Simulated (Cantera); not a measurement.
A closed system holds: 1 mol CH3SiCl3, 0.9 mol C2H2, 11 mol H2, held at 0.110 bar.

Cantera equilibrium calculation (NASA polynomials, part measured and part estimated; ideal gas, pure solids and liquids). Candidate condensed phases: C, C6H6, C7H8, C8H18, Si, SiC; 109 gas species. The feed counts by its element totals alone. The tables' values for SiCl, SiCl3 are old estimates; treat these amounts as uncertain. Gases not in the tables: Si2H6 and higher silanes. Rates play no part.

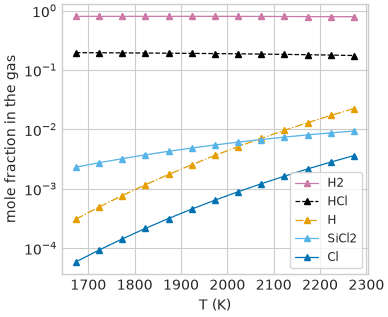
Equilibrium gas composition (values under 1e-9 drawn at 1e-9)

From 1673 K to 2273 K the condensed part is C(graphite) + SiC(s). The main Si-bearing gas is SiCl2 throughout. The share of Si in condensed phases is highest at 1673 K (96.3 %) and lowest at 2273 K (83.0 %).
